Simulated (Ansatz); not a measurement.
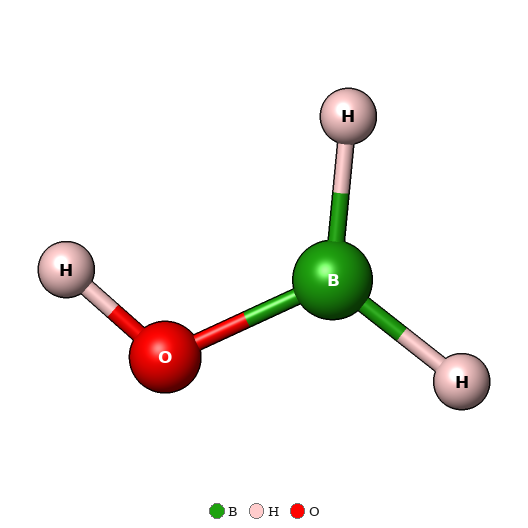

The geometry was computed by an optimisation with PBE0-D4/def2-TZVP.

Identify the structure.

Formula BH₃O. The point group is Cs. All atoms lie on one plane. Coordination: 1 B trigonal planar; 1 O bent.

More results for the same structure follow; atom numbers are the same in all pictures, views and colours differ.

### Dipole moment

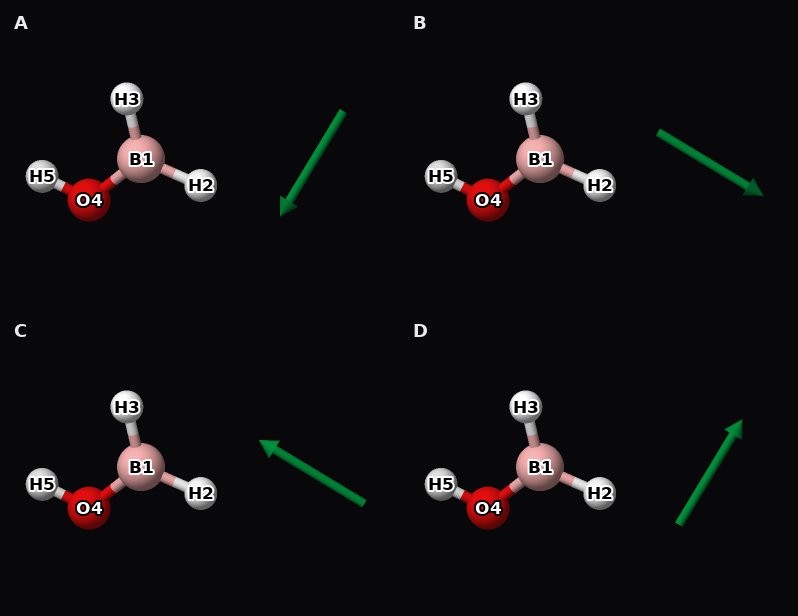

The same molecule four times, each with an arrow. Method: RKS PBE0-D4/def2-TZVP (Ansatz 0.2.0).

Which arrow points along the dipole moment, from the negative to the positive end?

C. The dipole moment is 1.61 D; it points from the side of H2 to the side of H5 (the outermost atoms at the two ends).

### Electronic properties

Properties computed with RKS PBE0-D4/def2-TZVPP (Ansatz 0.2.0).

What is the HOMO energy (Kohn–Sham orbital)?

−8.86 eV.

Give the HOMO–LUMO gap at this level.

8.44 eV.

### Charges

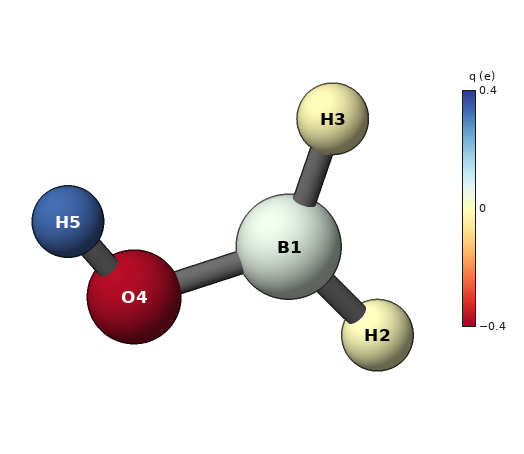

Atoms are coloured by their Mulliken charges. Level of theory: RKS PBE0-D4/def2-TZVP (Ansatz 0.2.0).

Which atom carries the highest charge (most positive or least negative)?

H5 (0.33 e).

And the lowest?

O4 (−0.38 e).

List the Mulliken charges.

| atom | value (e) |
| --- | --- |
| B1 | 0.06 |
| H2 | 0.00 |
| H3 | −0.01 |
| O4 | −0.38 |
| H5 | 0.33 |

### Thermal motion

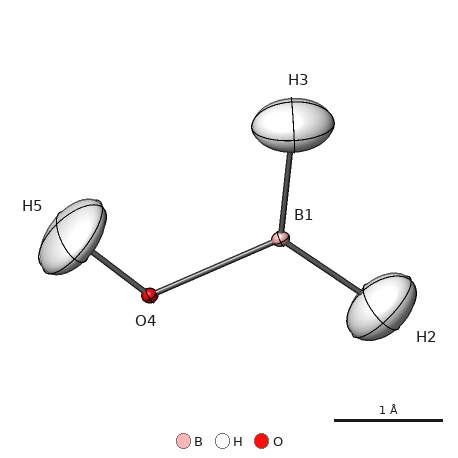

Displacement ellipsoids at the 50 % level, enlarged 2 times, from the internal vibrations of the free molecule (harmonic, no overall translation or rotation; no half-axis is drawn under 0.075 Å). Vibrations computed with RKS PBE0-D4/def2-TZVP (Ansatz 0.2.0). Temperature: 600 K.

Which atom moves most?

H5, with U_eq = 0.0139 Å².

Does H5 move more along its bond or across it?

Across it: the root-mean-square amplitude is 0.065 Å along the bond and up to 0.141 Å across, since bending and torsion are softer than stretching.

Give the displacement parameters, one line for each set of equivalent atoms.

```tsv
atom	U_eq (Å²)	rms amplitudes (Å)
B1	0.00055	0.021, 0.022, 0.028
H2	0.0108	0.078, 0.105, 0.124
H3	0.0103	0.079, 0.097, 0.124
O4	0.00023	0.011, 0.012, 0.021
H5	0.0139	0.065, 0.133, 0.141
```

Mulliken values depend strongly on the basis set and can even reverse the polarity of a bond.
